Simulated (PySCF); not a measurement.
SMILES Cl[Se]O (HClOSe) at its PBE0/def2-SVP optimised geometry (Å):

```
4

Se    -0.8104    -1.0717     0.0000
Cl    -1.2618     1.0717     0.0000
O      0.9689    -1.0717     0.0000
H      1.2618    -0.9747    -0.9174
```

Level of theory: PBE0/def2-TZVP run with PySCF. Cells within 0.4 Å of a nucleus heavier than hydrogen are left out (blank, or x).

Map of the electrostatic potential (hartree/e), clipped to [-0.08, 0.12] on the plane z = 0.0 Å:

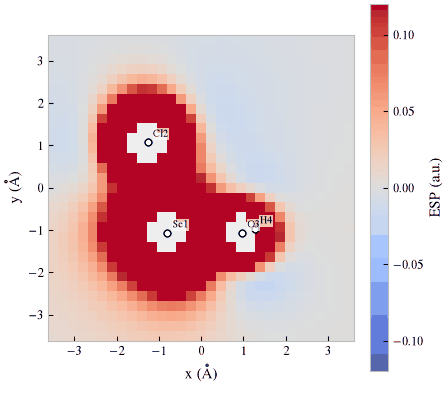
*Electrostatic potential (hartree/e), clipped to [-0.08, 0.12] on the plane z = 0.0 Å.*
